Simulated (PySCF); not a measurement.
# GeSiH5Cl (SMILES Cl[SiH2][GeH3]): levels of theory compared

We compute a comparison of 6 runs (HF/STO-3G, HF/3-21G, HF/def2-SVP, PBE0/def2-SVP, B3LYP/cc-pVTZ, MP2/3-21G) of GeSiH5Cl. 

Program for the calculation: PySCF 2.14.0.

5 further runs of the same task are left out: 5 that didn't finish.

**1. Starting point**

The species is GeSiH5Cl (8 atoms), meant as a singlet with charge 0. SMILES: `Cl[SiH2][GeH3]`. The coordinates come from a PBE0-D4/def2-TZVP relaxation.

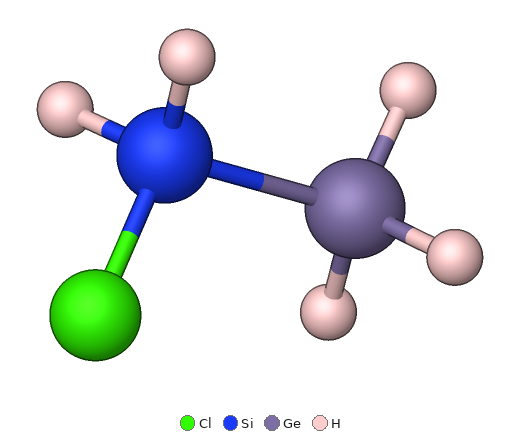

The structure, seen from a chosen angle (chlorine green, silicon blue, germanium purple, hydrogen pink).

**2. Energy and forces at HF/STO-3G (run 1)**

Contents of run.py:

```python
# Cl[SiH2][GeH3]
import pyscf.grad
from pyscf import gto, scf

mol = gto.Mole()
mol.atom = [
    ('Cl', (-2.290300, 1.217200, -0.310600)),
    ('Si', (-0.414100, 0.602600, -0.906900)),
    ('Ge', (0.581500, -0.662200, 0.842700)),
    ('H', (-0.573600, -0.206400, -2.140800)),
    ('H', (0.380700, 1.815700, -1.222200)),
    ('H', (0.711200, 0.201700, 2.106100)),
    ('H', (1.981500, -1.135500, 0.415600)),
    ('H', (-0.284600, -1.890300, 1.160200)),
]
mol.verbose = 4
mol.spin = 0
mol.max_memory = 1860
mol.charge = 0
mol.basis = 'sto-3g'
mol.build()

mf = scf.RHF(mol)
mf.conv_tol = 1e-10
mf.kernel()
if not mf.converged:
    mf = mf.newton().run(mf.mo_coeff, mf.mo_occ)

energy = mf.e_tot
print('E = %.10f Eh' % energy)
grad = mf.Gradients().kernel()
dip = mf.dip_moment()
pop, q = mf.mulliken_pop()
```

Command:

```bash
$ OMP_NUM_THREADS=1 python run.py
```

What it wrote:

```text
PySCF version 2.14.0

[... 58 lines left out ...]
converged SCF energy = -2794.92787584086
[... 12 lines left out ...]
Dipole moment(X, Y, Z, Debye):  2.73900, -1.01301, -0.61587
[... 11 lines left out ...]
pop of  1 Si 2s           1.98734
pop of  1 Si 3s           1.25413
pop of  1 Si 2px          1.96076
pop of  1 Si 2py          1.96527
pop of  1 Si 2pz          1.96552
pop of  1 Si 3px          0.60132
pop of  1 Si 3py          0.80227
pop of  1 Si 3pz          0.82183
pop of  2 Ge 1s           1.99998
pop of  2 Ge 2s           1.99881
pop of  2 Ge 3s           1.99760
pop of  2 Ge 4s           1.26104
pop of  2 Ge 2px          1.99958
pop of  2 Ge 2py          1.99958
pop of  2 Ge 2pz          1.99958
pop of  2 Ge 3px          1.98098
pop of  2 Ge 3py          1.98103
pop of  2 Ge 3pz          1.98094
pop of  2 Ge 4px          0.82947
pop of  2 Ge 4py          0.83829
pop of  2 Ge 4pz          0.84661
pop of  2 Ge 3dxy         1.98243
pop of  2 Ge 3dyz         1.98217
pop of  2 Ge 3dz^2        1.98737
pop of  2 Ge 3dxz         1.99301
pop of  2 Ge 3dx2-y2      1.98927
pop of  3 H 1s            1.12851
pop of  4 H 1s            1.12851
pop of  5 H 1s            1.11073
pop of  6 H 1s            1.11487
pop of  7 H 1s            1.11070
 ** Mulliken atomic charges  **
charge of    0Cl =     -0.40086
charge of    1Si =      0.64193
charge of    2Ge =      0.35224
charge of    3H =     -0.12851
charge of    4H =     -0.12851
charge of    5H =     -0.11073
charge of    6H =     -0.11487
charge of    7H =     -0.11070
```

It took 8.5 s on 1 thread of Intel Xeon at 2.50GHz (Skylake/Cascade Lake), shared host; peak memory 0.12 GiB.

**3. Energy and gradient at HF/3-21G (run 2)**

Contents of run.py:

```python
# Cl[SiH2][GeH3]
import pyscf.grad
from pyscf import gto, scf

mol = gto.Mole()
mol.atom = '''
Cl      -2.290300       1.217200      -0.310600
Si      -0.414100       0.602600      -0.906900
Ge       0.581500      -0.662200       0.842700
H       -0.573600      -0.206400      -2.140800
H        0.380700       1.815700      -1.222200
H        0.711200       0.201700       2.106100
H        1.981500      -1.135500       0.415600
H       -0.284600      -1.890300       1.160200
'''
mol.verbose = 3
mol.spin = 0
mol.max_memory = 1860
mol.basis = '3-21g'
mol.charge = 0
mol.build()

myscf = scf.RHF(mol)
myscf.conv_tol = 1e-10
myscf.kernel()
if not myscf.converged:
    myscf = myscf.newton().run(myscf.mo_coeff, myscf.mo_occ)

energy = myscf.e_tot
print('Final energy', energy)
grad = myscf.Gradients().kernel()
dip = myscf.dip_moment()
pop, q = myscf.mulliken_pop()
```

Command:

```bash
$ OMP_NUM_THREADS=1 python run.py
```

What it wrote:

```text
converged SCF energy = -2812.94302479091
Final energy -2812.9430247909113
--------------- RHF gradients ---------------
         x                y                z
0 Cl     0.0437193973    -0.0145534831    -0.0133916287
1 Si    -0.0413446043     0.0098864074     0.0211120774
2 Ge    -0.0050549591     0.0067537671    -0.0096357691
3 H     0.0001139171    -0.0007439775    -0.0013442151
4 H     0.0009874139     0.0011114860    -0.0005213774
5 H     0.0005245503    -0.0007255385     0.0012491655
6 H     0.0005834476    -0.0008914310     0.0013386999
7 H     0.0004708371    -0.0008372304     0.0011930476
----------------------------------------------
Dipole moment(X, Y, Z, Debye):  2.70131, -1.10323, -0.37837
 ** Mulliken pop  **
pop of  0 Cl 1s           1.99860
pop of  0 Cl 2s           1.95906
pop of  0 Cl 3s           1.10284
pop of  0 Cl 4s           0.95707
pop of  0 Cl 2px          1.96536
pop of  0 Cl 2py          1.97021
pop of  0 Cl 2pz          1.97029
pop of  0 Cl 3px          0.92030
pop of  0 Cl 3py          1.05509
pop of  0 Cl 3pz          1.05876
pop of  0 Cl 4px          0.73322
pop of  0 Cl 4py          0.88487
pop of  0 Cl 4pz          0.88965
pop of  1 Si 1s           1.99866
pop of  1 Si 2s           1.97649
pop of  1 Si 3s           0.69908
pop of  1 Si 4s           0.66323
pop of  1 Si 2px          1.95404
pop of  1 Si 2py          1.95815
pop of  1 Si 2pz          1.95838
pop of  1 Si 3px          0.46510
pop of  1 Si 3py          0.57864
pop of  1 Si 3pz          0.59214
pop of  1 Si 4px          0.05392
pop of  1 Si 4py          0.23742
pop of  1 Si 4pz          0.25841
pop of  2 Ge 1s           1.99982
pop of  2 Ge 2s           1.99805
pop of  2 Ge 3s           1.99659
pop of  2 Ge 4s           0.74685
pop of  2 Ge 5s           0.55198
pop of  2 Ge 2px          1.99818
pop of  2 Ge 2py          1.99819
pop of  2 Ge 2pz          1.99819
pop of  2 Ge 3px          1.98530
pop of  2 Ge 3py          1.98534
pop of  2 Ge 3pz          1.98523
pop of  2 Ge 4px          0.55715
pop of  2 Ge 4py          0.56424
pop of  2 Ge 4pz          0.57023
pop of  2 Ge 5px          0.16982
pop of  2 Ge 5py          0.16909
pop of  2 Ge 5pz          0.16173
pop of  2 Ge 3dxy         1.99260
pop of  2 Ge 3dyz         1.99242
pop of  2 Ge 3dz^2        1.99492
pop of  2 Ge 3dxz         1.99613
pop of  2 Ge 3dx2-y2      1.99515
pop of  3 H 1s            0.42273
pop of  3 H 2s            0.72265
pop of  4 H 1s            0.42270
pop of  4 H 2s            0.72266
pop of  5 H 1s            0.40754
pop of  5 H 2s            0.73625
pop of  6 H 1s            0.40734
pop of  6 H 2s            0.74822
pop of  7 H 1s            0.40755
pop of  7 H 2s            0.73616
 ** Mulliken atomic charges  **
charge of    0Cl =     -0.46533
charge of    1Si =      0.60634
charge of    2Ge =      0.59278
charge of    3H =     -0.14538
charge of    4H =     -0.14535
charge of    5H =     -0.14378
charge of    6H =     -0.15556
charge of    7H =     -0.14371
```

Run time: 8.2 s. Hardware: 1 thread of Intel Xeon at 2.50GHz (Skylake/Cascade Lake), shared host; peak memory 0.13 GiB.

Runs 3 to 4 aren't shown in full; the table further down has their settings and results.

**4. Energy and forces at B3LYP/cc-pVTZ (run 5)**

Contents of run.py:

```python
from pyscf import gto, dft

mol = gto.M(
    atom=[
    ('Cl', (-2.290300, 1.217200, -0.310600)),
    ('Si', (-0.414100, 0.602600, -0.906900)),
    ('Ge', (0.581500, -0.662200, 0.842700)),
    ('H', (-0.573600, -0.206400, -2.140800)),
    ('H', (0.380700, 1.815700, -1.222200)),
    ('H', (0.711200, 0.201700, 2.106100)),
    ('H', (1.981500, -1.135500, 0.415600)),
    ('H', (-0.284600, -1.890300, 1.160200)),
],
    max_memory=1860,
    basis='cc-pvtz',
    verbose=4,
)

calc0 = dft.RKS(mol, xc='b3lyp')
calc0.conv_tol = 1e-10
calc0.grids.level = 5
calc0.kernel()
if not calc0.converged:
    calc0 = calc0.newton().run(calc0.mo_coeff, calc0.mo_occ)

e_tot = calc0.e_tot
print('Final energy', e_tot)
grad = calc0.nuc_grad_method().kernel()
calc0.analyze()
```

Command:

```bash
$ OMP_NUM_THREADS=1 python run.py
```

What it wrote:

```text
PySCF version 2.14.0

[... 101 lines left out ...]
MO #5   energy= -44.3151133672226  occ= 2
[... 15 lines left out ...]
MO #21  energy= -1.2169329704743   occ= 2
[... 15 lines left out ...]
MO #37  energy= 0.00670245315835013 occ= 0
[... 15 lines left out ...]
MO #53  energy= 0.29279258872726   occ= 0
[... 15 lines left out ...]
MO #69  energy= 0.610504853997353  occ= 0
[... 15 lines left out ...]
MO #85  energy= 1.02069731363988   occ= 0
[... 15 lines left out ...]
MO #101 energy= 1.35211630150243   occ= 0
[... 15 lines left out ...]
MO #117 energy= 1.93582977445975   occ= 0
[... 15 lines left out ...]
MO #133 energy= 2.54326669038426   occ= 0
[... 15 lines left out ...]
MO #149 energy= 3.40752777809784   occ= 0
[... 15 lines left out ...]
MO #165 energy= 3.90515404888903   occ= 0
[... 15 lines left out ...]
MO #181 energy= 5.14747135430421   occ= 0
[... 153 lines left out ...]
pop of  5 H 3dxz          0.00001
pop of  5 H 3dx2-y2       0.00003
pop of  6 H 1s            1.04118
pop of  6 H 2s            0.00232
pop of  6 H 3s            0.00046
pop of  6 H 2px           0.00228
pop of  6 H 2py           0.00032
pop of  6 H 2pz           0.00020
pop of  6 H 3px           0.00007
pop of  6 H 3py           0.00006
pop of  6 H 3pz           0.00006
pop of  6 H 3dxy          0.00008
pop of  6 H 3dyz          0.00001
pop of  6 H 3dz^2         0.00005
pop of  6 H 3dxz          0.00006
pop of  6 H 3dx2-y2       0.00012
pop of  7 H 1s            1.03587
pop of  7 H 2s            0.00253
pop of  7 H 3s            0.00038
pop of  7 H 2px           0.00088
pop of  7 H 2py           0.00175
pop of  7 H 2pz           0.00018
pop of  7 H 3px           0.00008
pop of  7 H 3py           0.00007
pop of  7 H 3pz           0.00007
pop of  7 H 3dxy          0.00017
pop of  7 H 3dyz          0.00003
pop of  7 H 3dz^2         0.00005
pop of  7 H 3dxz          0.00002
pop of  7 H 3dx2-y2       0.00003
 ** Mulliken atomic charges  **
charge of    0Cl =     -0.30253
charge of    1Si =      0.49313
charge of    2Ge =      0.11815
charge of    3H =     -0.08862
charge of    4H =     -0.08860
charge of    5H =     -0.04214
charge of    6H =     -0.04728
charge of    7H =     -0.04211
Dipole moment(X, Y, Z, Debye):  1.20052, -0.46105, -0.23281
```

Wall time 7.4 min (1 thread of Intel Xeon at 2.50GHz (Skylake/Cascade Lake), shared host); peak memory 2.5 GiB.

**5. Energy and forces at MP2/3-21G (run 6)**

Contents of input.py:

```python
import pyscf.grad
from pyscf import gto, scf, mp

mol = gto.Mole()
mol.atom = '''
Cl      -2.290300       1.217200      -0.310600
Si      -0.414100       0.602600      -0.906900
Ge       0.581500      -0.662200       0.842700
H       -0.573600      -0.206400      -2.140800
H        0.380700       1.815700      -1.222200
H        0.711200       0.201700       2.106100
H        1.981500      -1.135500       0.415600
H       -0.284600      -1.890300       1.160200
'''
mol.verbose = 4
mol.max_memory = 1860
mol.spin = 0
mol.basis = '3-21g'
mol.build()

hf = scf.RHF(mol)
hf.conv_tol = 1e-10
hf.kernel()
if not hf.converged:
    hf = hf.newton().run(hf.mo_coeff, hf.mo_occ)

pt = mp.MP2(hf, frozen=19).run()
etot = pt.e_tot
print('E = %.10f Eh' % etot)
grad = pt.Gradients().kernel()
dip = hf.dip_moment()
pop, q = hf.mulliken_pop()
```

Command:

```bash
$ OMP_NUM_THREADS=1 python input.py
```

What it wrote:

```text
PySCF version 2.14.0

[... 60 lines left out ...]
converged SCF energy = -2812.94302479091
[... 17 lines left out ...]
Dipole moment(X, Y, Z, Debye):  2.70131, -1.10323, -0.37837
[... 28 lines left out ...]
pop of  2 Ge 2s           1.99805
pop of  2 Ge 3s           1.99659
pop of  2 Ge 4s           0.74685
pop of  2 Ge 5s           0.55198
pop of  2 Ge 2px          1.99818
pop of  2 Ge 2py          1.99819
pop of  2 Ge 2pz          1.99819
pop of  2 Ge 3px          1.98530
pop of  2 Ge 3py          1.98534
pop of  2 Ge 3pz          1.98523
pop of  2 Ge 4px          0.55715
pop of  2 Ge 4py          0.56424
pop of  2 Ge 4pz          0.57023
pop of  2 Ge 5px          0.16982
pop of  2 Ge 5py          0.16909
pop of  2 Ge 5pz          0.16173
pop of  2 Ge 3dxy         1.99260
pop of  2 Ge 3dyz         1.99242
pop of  2 Ge 3dz^2        1.99492
pop of  2 Ge 3dxz         1.99613
pop of  2 Ge 3dx2-y2      1.99515
pop of  3 H 1s            0.42273
pop of  3 H 2s            0.72265
pop of  4 H 1s            0.42270
pop of  4 H 2s            0.72266
pop of  5 H 1s            0.40754
pop of  5 H 2s            0.73625
pop of  6 H 1s            0.40734
pop of  6 H 2s            0.74822
pop of  7 H 1s            0.40755
pop of  7 H 2s            0.73616
 ** Mulliken atomic charges  **
charge of    0Cl =     -0.46533
charge of    1Si =      0.60634
charge of    2Ge =      0.59278
charge of    3H =     -0.14538
charge of    4H =     -0.14535
charge of    5H =     -0.14378
charge of    6H =     -0.15556
charge of    7H =     -0.14371
```

It took 15 s on 1 thread of Intel Xeon at 2.50GHz (Skylake/Cascade Lake), shared host; peak memory 0.26 GiB.

**6. Overview of the runs**

```
run          level  integration grid  frozen core orbitals   energy (Eh)  dipole moment (D) of the reference  HOMO energy (eV)  LUMO energy (eV)  wall time
  1      HF/STO-3G                 –                     –  -2794.927876                                2.98             -8.95              8.96      8.5 s
  2       HF/3-21G                 –                     –  -2812.943025                                2.94            -10.94              2.64      8.2 s
  3    HF/def2-SVP                 –                     –  -2826.251746                                1.56            -10.83              3.21       30 s
  4  PBE0/def2-SVP                 5                     –  -2828.701563                                1.36             -8.09             -0.19       94 s
  5  B3LYP/cc-pVTZ                 5                     –  -2829.901176                                1.31             -7.94             -0.59    7.4 min
  6      MP2/3-21G                 –                    19  -2813.097336                                2.94            -10.94              2.64       15 s
```

**7. Results**

| quantity | value |
| --- | --- |
| run 6: total energy | -2813.09734 Eh |
| run 6: dipole moment (Hartree–Fock density) | 2.94 D |
| run 6: HOMO energy (Hartree–Fock orbitals) | -10.94 eV |
| run 6: LUMO energy (Hartree–Fock orbitals) | 2.64 eV |
| run 6: HOMO–LUMO gap (Hartree–Fock orbitals) | 13.58 eV |
| run 6: correlation energy (19 core orbitals frozen) | -154.3 mEh |
| run 6: largest force on an atom | 2.803 eV/Å |

What this shows: Over runs 1, 2, 3, 4, 5 the dipole moment (its size) runs from 1.31 D (B3LYP/cc-pVTZ) to 2.98 D (HF/STO-3G). The two ends differ in method and basis. Over runs 1, 2, 3, 4, 5 the HOMO–LUMO gap runs from 7.35 eV (B3LYP/cc-pVTZ) to 17.91 eV (HF/STO-3G). Totals of different functionals can't be ranked against each other. In run 1 the basis is minimal, so the values are rough. All runs together took 10 min, the longest 7.4 min.
